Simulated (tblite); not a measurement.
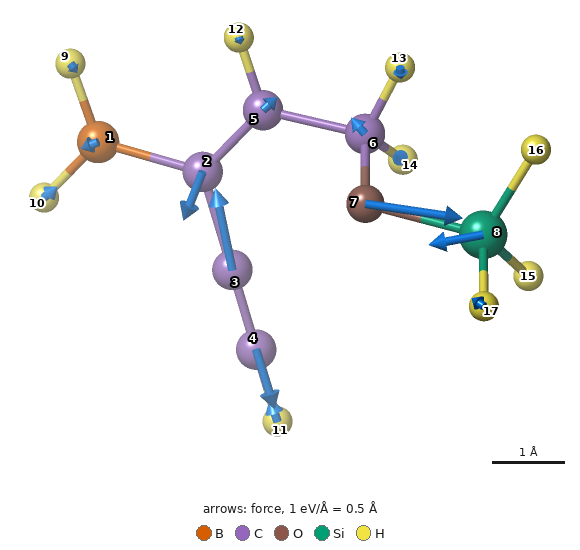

Starting geometry of C$_{5}$H$_{9}$BOSi with the computed forces as blue arrows. A ball-and-stick model, seen at a tilt.

Level of theory: tblite 0.8.0, GFN2-xTB geometry optimisation, gas phase. 

Is this structure relaxed? If not, where do the atoms go?

It isn't relaxed: the largest force vector, on O7, is 2.76 eV/Å. The final displacements have little in common with the starting forces (cosine between the two patterns 0.14). H15 moves most after the best rigid fit: 3.71 Å. Largest moves by element: H 3.71 Å, O 1.57 Å, C 1.19 Å, Si 0.99 Å, B 0.66 Å. Some distances before and after: O7–Si8 1.735 → 1.622 Å, C2–C3 1.458 → 1.420 Å, B1–H10 1.193 → 1.168 Å, C4–H11 1.069 → 1.049 Å. Among the angles between lasting bonds that change: C6–O7–Si8 109.2° → 129.2°, O7–Si8–H17 109.4° → 98.6°, H16–Si8–H17 109.2° → 114.0°. Groups turn about C6–O7 by about 110°, C5–C6 by about 90°. The energy falls by 0.529 eV in 275 geometry steps. Cost: 3.4 s on 1 thread of Arm Neoverse N1 (shared host).
